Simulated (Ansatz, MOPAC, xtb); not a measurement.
## ZrO (SMILES [O][Zr]): methods side by side

ZrO, singlet, SMILES `[O][Zr]`. Each level relaxes the structure for itself.

Quantity: the harmonic wavenumber, in cm⁻¹. The values are calculated.

Measured value to compare with: Huber and Herzberg, Constants of Diatomic Molecules gives the harmonic wavenumber of the gas as 970 cm⁻¹.

| level | kind | program | value (cm⁻¹) | computed − measured |
| --- | --- | --- | --- | --- |
| PM6-D3H4 | semi-empirical | MOPAC | 899 | -71 |
| PM6-DH+ | semi-empirical | MOPAC | 899 | -71 |
| PM7 | semi-empirical | MOPAC | 865 | -105 |
| GFN2-xTB | semi-empirical | xtb | 833 | -137 |
| SVWN5/def2-TZVP (core potential) | LDA | Ansatz | 1015 | +45 |
| PBE-D3(BJ)/def2-TZVP (core potential) | GGA | Ansatz | 987 | +17 |
| r2SCAN/def2-TZVP (core potential) | meta-GGA | Ansatz | 1015 | +45 |
| B3LYP-D4/def2-TZVP (core potential) | global hybrid | Ansatz | 1010 | +40 |
| wB97X-V/def2-TZVP (core potential) | range-separated hybrid | Ansatz | 1046 | +76 |

Nearest: PBE-D3(BJ)/def2-TZVP (core potential) (+17 cm⁻¹); farthest: GFN2-xTB (-137 cm⁻¹). Computed less measured by kind, in cm⁻¹ (def2-TZVP rows): semi-empirical -137 to -71; LDA +45; GGA +17; meta-GGA +45; global hybrid +40; range-separated hybrid +76. Harmonic and unscaled.

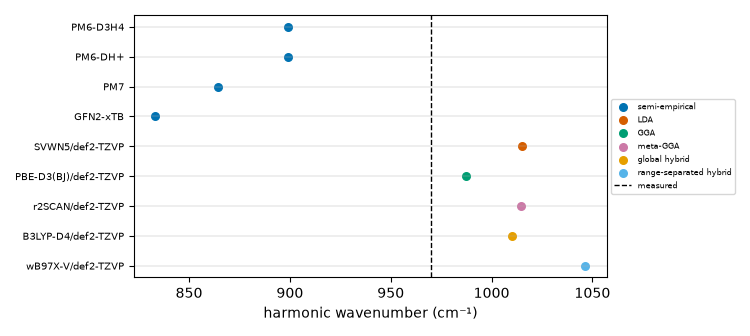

The values of the table, level by level.
